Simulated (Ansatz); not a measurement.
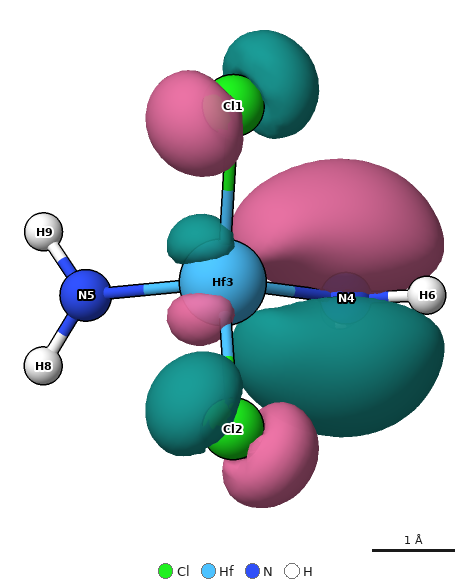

*Cl$_{2}$H$_{4}$HfN$_{2}$ (SMILES [NH2][Hf]([NH2])([Cl])[Cl]). One frontier orbital at ±0.1 Å⁻³ᐟ² (teal and pink are the two phases), seen from one side.*

Geometry: PBE0-D4/def2-SVP; core potentials replace the inner electrons of Hf.

Computed with Ansatz, isolated molecule in a Gaussian basis; Kohn-Sham density functional theory, functional PBE0.

Input file:

```
crystal:
  periodic: [false, false, false]
  atoms:
    - {symbol: Cl, position_ang: [-2.074145, -1.205454, 1.444228]}
    - {symbol: Cl, position_ang: [1.296129, 0.705135, 2.379715]}
    - {symbol: Hf, position_ang: [-0.126744, -0.101227, 0.663128]}
    - {symbol: "N", position_ang: [-0.688513, 1.450680, -0.486147]}
    - {symbol: N, position_ang: [0.899951, -1.306254, -0.570506]}
    - {symbol: H, position_ang: [-1.233481, 2.242721, -0.147877]}
    - {symbol: H, position_ang: [-0.492570, 1.591743, -1.473566]}
    - {symbol: H, position_ang: [1.909210, -1.293846, -0.707820]}
    - {symbol: H, position_ang: [0.510162, -2.083487, -1.101174]}
basis:
  gaussian:
    orbitals: def2-TZVPD
hamiltonian:
  xc: {name: PBE0}
output: {forces: true, orbitals: {seedname: orbitals}}
```

Command:

```sh
ansatz run input.yaml --threads 2 --pin off --max-ram 5220MiB --events-out events.jsonl --progress --plain --runs-dir runs
```

**Which orbital is it: HOMO or LUMO?**

The HOMO, at −7.83 eV. Its weight (Hirshfeld) is mainly on N4 (about 65 %), Hf3 (about 15 %), Cl2 (about 5 %) and Cl1 (about 5 %).
